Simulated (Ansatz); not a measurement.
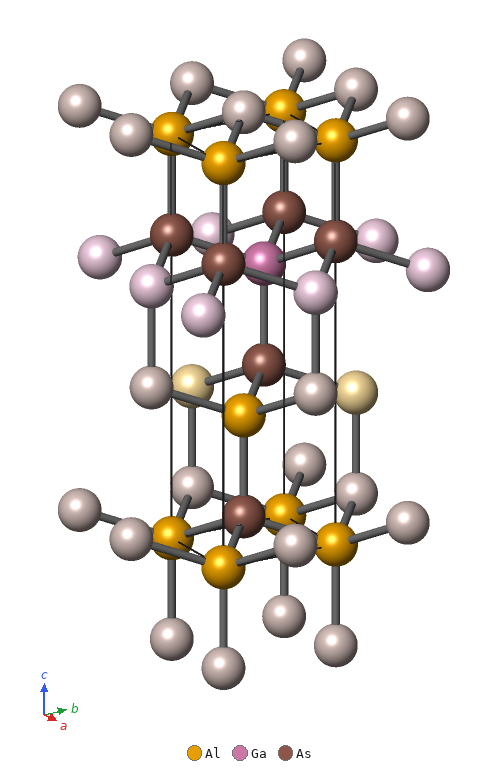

Figure: ball-and-stick view slightly off an axis. Thin lines show the conventional unit cell, with boundary atoms drawn in all their periodic places. Every bond is drawn to its end, so some atoms lie outside the box, in fainter colours.

Al$_{2}$GaAs$_{3}$, space group P3m1 (No. 156), a = 4.054 Å, b = 4.054 Å, c = 9.935 Å, α = 90.00°, β = 90.00°, γ = 120.00°. The initial geometry was a structure type filled with these elements by a generator (whether the compound takes this form wasn't checked). Earlier steps of the study may have refined or changed the cell and positions. It went into a calculation with Ansatz.

This one geometry was computed with Ansatz (DFT, plane waves, PAW) at three levels of theory: PBE, LDA and HSE06.

**Which level gives the highest pressure at this volume, and what does that say about its equilibrium volume?**

Highest: PBE (0.0 GPa), which points to the largest equilibrium volume. Lowest, with the smallest volume: LDA (-3.9 GPa). Levels within 0.5 GPa of each other can't be told apart.

**How does the band gap change with the level of theory?**

LDA: a gap of 0.75 eV, direct; PBE: a gap of 0.95 eV, direct; HSE06: a gap of 1.78 eV, direct.

**Collect the results in a table.**

| level | cutoff (eV) | k-mesh of the run's cell | gap (eV) | pressure (GPa) |
| --- | --- | --- | --- | --- |
| PBE | 420 | 12×12×4 | 0.95 | 0.0 |
| LDA | 420 | 12×12×4 | 0.75 | -3.9 |
| HSE06 | 420 | 6×6×2 | 1.78 | -1.9 |

Gaps are taken on the k-mesh or band path of each run.
